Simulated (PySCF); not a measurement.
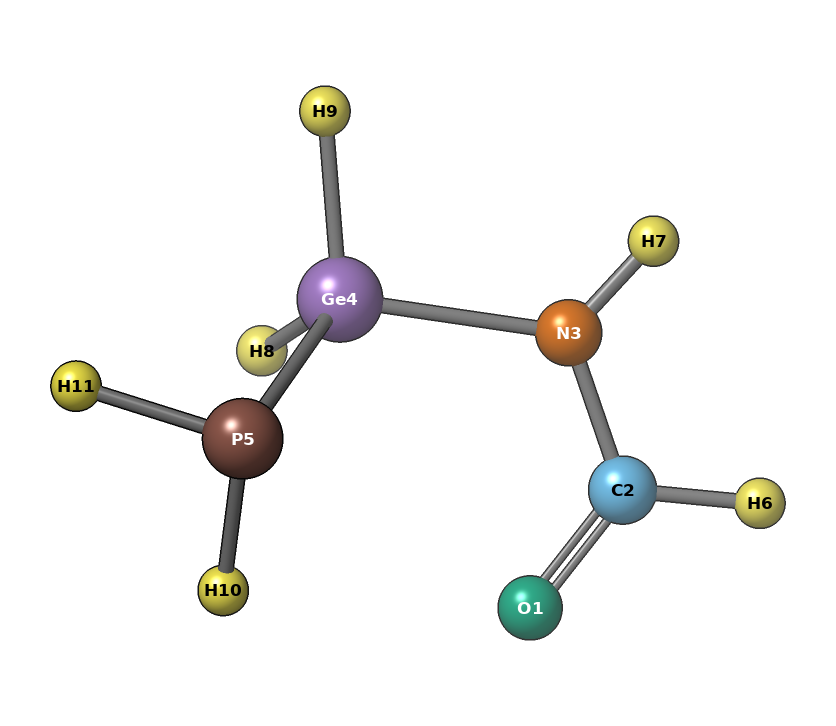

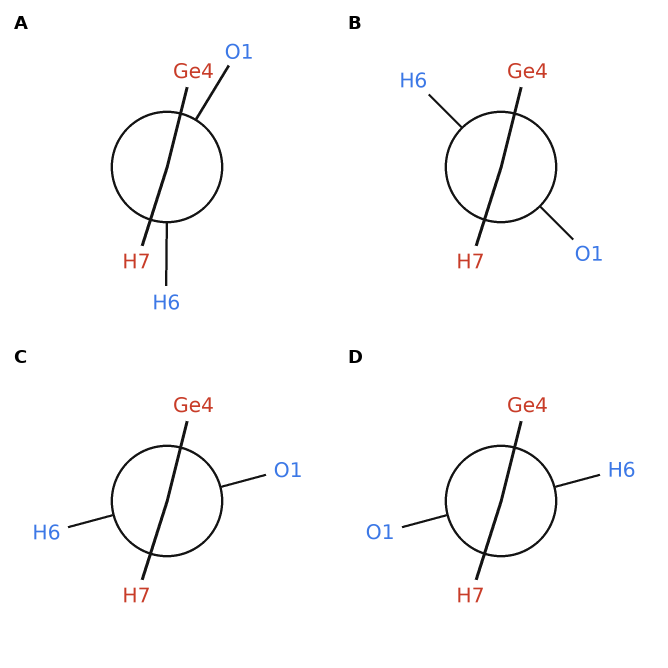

Depth is shown by fading: the farther an atom, the more it takes the colour of the background. Bonds that would overlap in a projection are set slightly apart. The geometry was computed by an optimisation with PBE0-D3(BJ)/def2-SVP. No frequency run is at hand to confirm it as a minimum.

> Which Newman projection shows the view along N3–C2, with N3 in front?

A. The torsion angle Ge4–N3–C2–O1 is 1°, synperiplanar (eclipsed).
